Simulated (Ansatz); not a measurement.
# CHAl (singlet): inputs that go wrong at distance Al1–C2 = 3.505 Å

3 inputs are run for CHAl (singlet) as typed; the log has to tell whether the result can be used and what must change.

Method: the settings change from run to run; program: Ansatz 0.2.0, Gaussian basis.

21 further runs of the same task are left out: 1 for a known fault of the program, 18 that didn't finish, 2 set aside as unsound or not needed.

## (1) The geometry

The geometry derives from a PBE0/def2-TZVP stationary point (not a proven minimum). One bond is set to the value named and the two fragments are kept rigid.

3 atoms, charge 0, spin multiplicity 1.

Atoms are counted from 1 here; the program's logs count them from 0.

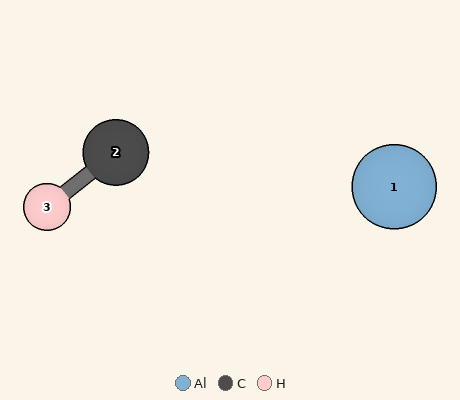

The geometry (aluminium light blue, carbon dark grey, hydrogen pink); atoms are numbered from 1 in the order of the file.

As a file:

```xyz
3
charge 0, multiplicity 1
Al    0.0000   -0.0370    2.6058
C     0.0000   -0.3374   -0.8863
H     0.0000    0.3743   -1.7195
```

## (2) Attempt 1

Input file in.yaml:

```yaml
crystal:
  periodic: [false, false, false]
  atoms:
    - {symbol: Al, position_ang: [0.000000, -0.036975, 2.605820]}
    - {symbol: C, position_ang: [0.000000, -0.337360, -0.886285]}
    - {symbol: H, position_ang: [0.000000, 0.374336, -1.719536]}
basis:
  gaussian: {orbitals: 6-31G, fitting: {mean_field: def2-universal-jkfit}}
magnetization: {spin_polarized: false, initial_magnetization: 1}
correlation: {method: fic_nevpt4_sd, electrons: valence, active_space: {window: {electrons: 2, orbitals: 9}}}
```

Run with:

```bash
$ ansatz run in.yaml --threads 1 --pin off --events-out ev --progress --plain --max-ram 2393MiB
```

The log of the run:

```text
Error: a molecule whose nuclei and cores have a total charge of 20 cannot have a net charge of 0 together with 1 unpaired electrons
```

Run time: 0.03 s. Hardware: 1 thread of Arm Neoverse N1, shared host.

Diagnosis: The run was refused. The number of unpaired electrons doesn't fit the electron count. Fix: make charge and initial_magnetization agree.

## (3) Attempt 2

Input file in.yaml:

```yaml
crystal:
  periodic: [false, false, false]
  atoms:
    - {symbol: Al, position_ang: [0.000000, -0.036975, 2.605820]}
    - {symbol: C, position_ang: [0.000000, -0.337360, -0.886285]}
    - {symbol: H, position_ang: [0.000000, 0.374336, -1.719536]}
basis:
  gaussian: {orbitals: 6-31G, fitting: {mean_field: def2-universal-jkfit}}
correlation: {method: sc_nevpt2, electrons: outside_noble_gas, active_space: {window: {electrons: 2, orbitals: 2}, states: [{multiplicity: 1, irrep: Sigma, weights: [1]}]}}
```

The command is unchanged.

The log of the run:

```text
Functional definition: HF
  name "HF"
  cite "Fock, Z. Phys. 61, 126 (1930) doi:10.1007/BF01340294"
  parent pbe
  exchange = exact_x
  correlation = 0
the irreps are read with x along [0.000, 1.000, 0.000], y along [0.000, 0.000, 1.000] and z along [1.000, 0.000, 0.000] of the geometry given
221 factors; integrals over basis functions are off by at most 4.8e-2 eV
mean field evaluation 1: about -7618.6427 eV, gradient 1.6e1 eV
mean field evaluation 2: about -7619.4535 eV, gradient 1.5e1 eV
mean field evaluation 4: about -7620.3769 eV, gradient 9.1e-1 eV
mean field evaluation 8: about -7605.4710 eV, gradient 2.5e1 eV
mean field evaluation 16: about -7619.6599 eV, gradient 6.1e-1 eV
mean field evaluation 32: about -7619.5904 eV, gradient 6.1e-3 eV
mean field -7620.38636223 eV, -280.0440335285 hartree, gradient 6.4e-6 eV, S^2 0.000000; 5 other end points of the search recorded, 0 dependent functions left out; unrestricted orbitals would lower it
reference -7620.38636223 eV, -280.0440335285 hartree; 10, 10 occupied and 14, 14 virtual orbitals, 221 factors
Error: the irrep Sigma is not accepted for these orbitals, which take A', A'', or 1 to 2
```

It took 0.21 s on 1 thread of Arm Neoverse N1, shared host.

Diagnosis: The run stopped with an error. The symmetry label isn't in the molecule's group. To mend it, name an irrep that the log lists.

## (4) Attempt 3

Input file in.yaml:

```yaml
crystal:
  periodic: [false, false, false]
  atoms:
    - {symbol: Al, position_ang: [0.000000, -0.036975, 2.605820]}
    - {symbol: C, position_ang: [0.000000, -0.337360, -0.886285]}
    - {symbol: H, position_ang: [0.000000, 0.374336, -1.719536]}
basis:
  gaussian: {orbitals: 6-31G}
correlation: {method: sc_nevpt2, electrons: all, active_space: {window: {electrons: 2, orbitals: 2}, states: [{multiplicity: 1, weights: [1, 1]}], root: 2}}
scf: {lower_state_search: full}
```

The command is unchanged.

The log of the run:

```text
Error: the active space averages no state 2, counted from zero
```

It took 0.03 s on 1 thread of Arm Neoverse N1, shared host.

Diagnosis: The run was refused. The root asked for lies beyond the states averaged. To mend it, average more states or name a lower root.

## (5) Summary

```
attempt                  level                ended                                                            cause    time
      1  NEVPT4(SD)(2,9)/6-31G              refused  the number of unpaired electrons doesn't fit the electron count  0.03 s
      2      NEVPT2(2,2)/6-31G  stopped by an error                 the symmetry label isn't in the molecule's group  0.21 s
      3      NEVPT2(2,2)/6-31G              refused               the root asked for lies beyond the states averaged  0.03 s
```

2 refused, 1 stopped by an error.
